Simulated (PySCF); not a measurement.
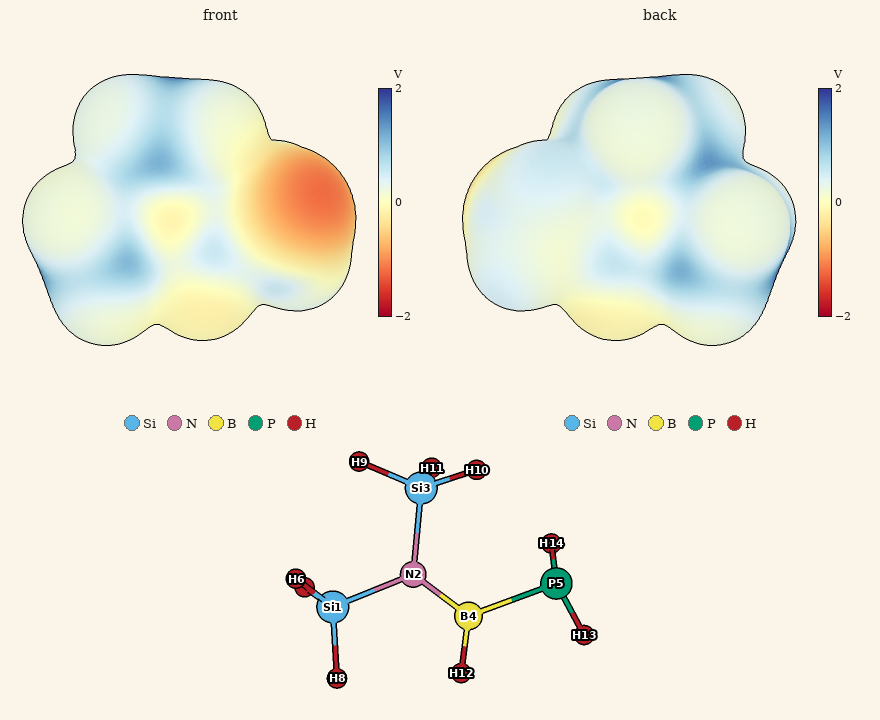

Figure. BH$_{9}$NPSi$_{2}$ (SMILES [SiH3]N([SiH3])BP). The electrostatic potential painted on the density surface at 0.002 e/bohr³, seen from the front and from behind; the colour scale runs from red (negative) to blue (positive). The bare structure is drawn below in the same view.

Geometry: GFN2-xTB.

The calculation used PBE0/pcSseg-1, SCF density, gas phase, non-relativistic (PySCF 2.14.0).

```xyz
14

Si   -1.6044   -1.2530   -0.1444
N    -0.2776   -0.2160    0.3695
Si   -0.6366    1.4917    0.6172
B     1.0207   -0.7234    0.5258
P     2.5076    0.3711    0.9807
H    -2.6723   -1.1224    0.8477
H    -2.0354   -0.7769   -1.4620
H    -1.1164   -2.6253   -0.2144
H    -2.0686    1.5716    0.9006
H     0.1599    1.9663    1.7467
H    -0.3181    2.2042   -0.6253
H     1.2058   -1.8808    0.4461
H     3.4682   -0.3344    0.2792
H     2.3667    1.3268   -0.0094
```

Which sites attract a positive test charge, and which a negative one?

A positive charge is drawn to the negative regions and a negative charge to the positive ones. The most negative region (about −1.2 V, or −28 kcal/mol for a unit charge) lies over P5, the most positive (about +1.7 V, or +39 kcal/mol for a unit charge) over Si1 and Si3.

What dipole moment does the calculation give?

Its dipole moment is 1.74 D.
